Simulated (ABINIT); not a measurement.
# AlGaN2 (P3m1): G0W0 in ABINIT against the exchange cutoff, part 2 of 2

Aim: move the exchange cutoff of a G0W0 run on AlGaN2 (P3m1) over a wide range.

ABINIT 10.8.3; LDA and many-body steps on it, plane waves. Known limits of the many-body steps: not at the basis limit; exchange with frozen shells missing; no spin-orbit coupling; coarse k mesh.

So far. Step 2 (Screening, 3×3×2 mesh, 30 bands, screening to 106.1 eV): Local fields lower ε∞ by 7 %. On a Γ-centred mesh this coarse the value itself is usually too large, while a short band sum pulls it down. Step 5 (14.4 Ha): The gap on the mesh goes from 2.92 eV to 3.72 eV, a correction of +0.80 eV.

**6. 25.2 Ha**

Level of this step: G0W0 on LDA, plane waves, norm-conserving pseudopotentials (ABINIT).

run.abi reads:

```
acell 3*1.0 Angstrom
rprim 
  3.145282644058 -0.000000000015 0.000000000000
  -1.572641322016 2.723894671844 0.000000000000
  0.000000000000 0.000000000000 5.096893730000
ntypat 3
znucl 13 31 7
natom 4
typat 1 2 3 3
xred 
  0.000000000000 0.000000000000 0.999263770000
  0.666666666667 0.333333333333 0.497174210000
  0.666666666667 0.333333333333 0.111803640000
  0.000000000000 0.000000000000 0.628158390000
pp_dirpath "pseudos"
pseudos "Al.upf, Ga.upf, N.upf"
ecut 36
ngkpt 3 3 2
nshiftk 1
shiftk 0 0 0
kptopt 1
chksymbreak 0
istwfk *1
occopt 1
irdwfk 1
optdriver 4
nband 30
gwcalctyp 0
ecutsigx 25.2
symsigma 1
nkptgw 1
kptgw 
  0.0000000000 0.0000000000 0.0000000000
bdgw 
  12 15
ecuteps 3.9
irdscr 1
ppmodel 1
indata_prefix "in"
outdata_prefix "out"
tmpdata_prefix "tmp"
```

Run with:

```console
> OMP_NUM_THREADS=1 mpirun -n 4 abinit run.abi > log
```

What it wrote:

```text
.Version 10.8.3 of ABINIT. v10.8.2 released Aug 2026.

 Symmetries : space group P3 m 1 (#156); Bravais hP (primitive hexag.)
[... echo of the input left out ...]
== DATASET  1 ==================================================================
-   mpi_nproc: 4, omp_nthreads: 1 (-1 if OMP is not activated)

--- !DatasetInfo
iteration_state: {dtset: 1, }
dimensions: {natom: 4, nkpt: 6, mband: 30, nsppol: 1, nspinor: 1, nspden: 1, mpw: 3066, }
cutoff_energies: {ecut:  36.0, pawecutdg:  -1.0, }
[...]
13   5.381 -17.816 -21.165   4.102   0.795  -0.258 -17.217   0.599   5.980
       14   8.302 -13.907  -9.026  -3.047   0.819  -0.221 -12.405   1.501   9.803
       15  10.864 -12.213  -6.713  -3.502   0.830  -0.204 -10.554   1.659  12.523

== END DATASET(S) ==============================================================
================================================================================

 -outvars: echo values of variables after computation  --------
           etotal      0.0000000000E+00
            nband          30
             nkpt           6
          spgroup         156
 [... the other variables as echoed above ...]

 Calculation completed.
```

The job ended after 2.7 s (4 MPI ranks of Arm Neoverse V2, shared host; peak memory 0.1 GiB; 11 s of CPU time).

This step gave:

```yaml
g0w0_gap_on_the_points_computed: 3.823 eV
starting_gap_on_the_mesh: 2.921 eV
k_of_the_valence_top: 0, 0, 0
k_of_the_conduction_bottom: 0, 0, 0
least_direct_g0w0_gap_on_the_computed_points: 3.823 eV
```

Against the run before, the gap moves by +0.101 eV.

**7. 36 Ha**

Edit run.abi of step 6 so:

```diff
@@ -28,3 +28,3 @@
 gwcalctyp 0
-ecutsigx 25.2
+ecutsigx 36
 symsigma 1
```

What it wrote:

```text
.Version 10.8.3 of ABINIT. v10.8.2 released Aug 2026.

 Symmetries : space group P3 m 1 (#156); Bravais hP (primitive hexag.)
[... echo of the input left out ...]
== DATASET  1 ==================================================================
-   mpi_nproc: 4, omp_nthreads: 1 (-1 if OMP is not activated)

--- !DatasetInfo
iteration_state: {dtset: 1, }
dimensions: {natom: 4, nkpt: 6, mband: 30, nsppol: 1, nspinor: 1, nspden: 1, mpw: 3066, }
cutoff_energies: {ecut:  36.0, pawecutdg:  -1.0, }
[...]
13   5.381 -17.816 -21.198   4.102   0.795  -0.258 -17.243   0.573   5.954
       14   8.302 -13.907  -9.027  -3.047   0.819  -0.221 -12.406   1.501   9.803
       15  10.864 -12.213  -6.717  -3.502   0.830  -0.204 -10.558   1.655  12.519

== END DATASET(S) ==============================================================
================================================================================

 -outvars: echo values of variables after computation  --------
           etotal      0.0000000000E+00
            nband          30
             nkpt           6
          spgroup         156
 [... the other variables as echoed above ...]

 Calculation completed.
```

Run time: 2.8 s. Hardware: 4 MPI ranks; peak memory 0.1 GiB.

Numbers from this step:

* G0W0 gap on the points computed: 3.849 eV
* starting gap on the mesh: 2.921 eV
* k of the valence top: 0, 0, 0
* k of the conduction bottom: 0, 0, 0
* least direct G0W0 gap on the computed points: 3.849 eV

Against the run before, the gap moves by +0.026 eV.

**8. The runs together**

Times are wall times on 4 MPI ranks of Arm Neoverse V2, shared host, good to a factor of about two. A run's time includes the screening step that it read.

```
    run   mesh  bands  screening cutoff (eV)  DFT gap (eV)  gap on the mesh (eV)  direct (eV)  ε∞ used   time
 3.6 Ha  3×3×2     30                  106.1         2.921                 3.432        3.432     6.43  6.7 s
 7.2 Ha  3×3×2     30                  106.1         2.921                 3.541        3.541     6.43  6.7 s
14.4 Ha  3×3×2     30                  106.1         2.921                 3.722        3.722     6.43  6.7 s
25.2 Ha  3×3×2     30                  106.1         2.921                 3.823        3.823     6.43  6.7 s
  36 Ha  3×3×2     30                  106.1         2.921                 3.849        3.849     6.43  6.8 s
```

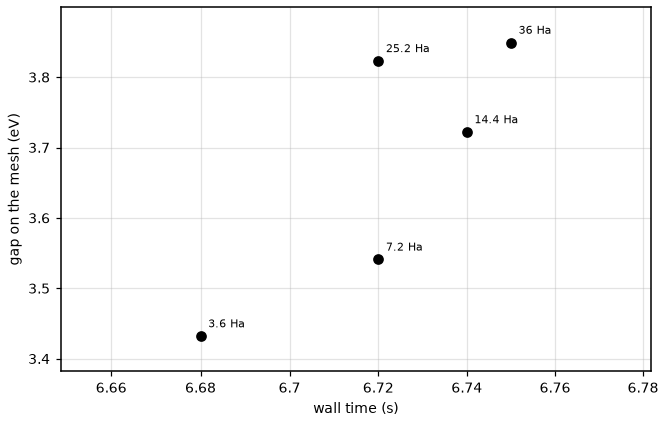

Result against wall time.

**9. Outcome**

```
3.6 Ha       : 3.432 eV
7.2 Ha       : 3.541 eV
14.4 Ha      : 3.722 eV
25.2 Ha      : 3.823 eV
36 Ha        : 3.849 eV
known limits : not at the basis limit; exchange with frozen shells missing; no spin-orbit coupling; coarse k mesh
```

What this shows: The setting moved: exchange cutoff. From 3.6 Ha to 36 Ha the gap moves by +0.42 eV. The last step still moves it by +0.026 eV. Bands and screening cutoff are coupled, so a series along one setting does not show full convergence. Below the screening cutoff the correlation part is cut too. Bands and cutoff are finite, so the gap is not at the basis limit. The miss can reach some tenths of an eV and take either sign; the mesh is an error of its own. In the G0W0 runs levels were corrected at 1 k point alone, so a gap called «on the mesh» is the least over those, and an edge elsewhere would be missed. The 3×3×2 mesh is coarse for this cell, which bears on the long-range parts of exchange and screening. The norm-conserving file of at least one element keeps a d shell over frozen s and p shells of the same row. Exchange with those shells is missing from the self-energy, an error of 0.3 to 0.9 eV in cases checked, whose sign depends on which edge lies on those atoms. The many-body steps are scalar-relativistic: spin-orbit coupling is not in them.

[Paths, hosts, dates, memory and timing lines, banners, echoed tables and standing remarks are left out of the program output.]

[Logs are printed without paths, hosts, clocks, repeated set-up lines and the standing remarks that a program may print on its own settings, such as how far it seeks lower states.]

[Runs of the session that timed out or met a known fault of the program may be left out.]

[Hosts, paths, dates, database ids (printed as entryN), source tags and the programs' standing remarks are cut or masked in the printed files.]

[G0W0 gaps are taken among the corrected bands and points alone; a level outside them can change the order at an edge.]

[Where Ansatz stands beside ABINIT at settings called matched, ABINIT's density can come from a denser mesh and the files from another edition; pairs whose starting gaps differed by over 0.03 eV were left out, so agreement reads better than it is.]
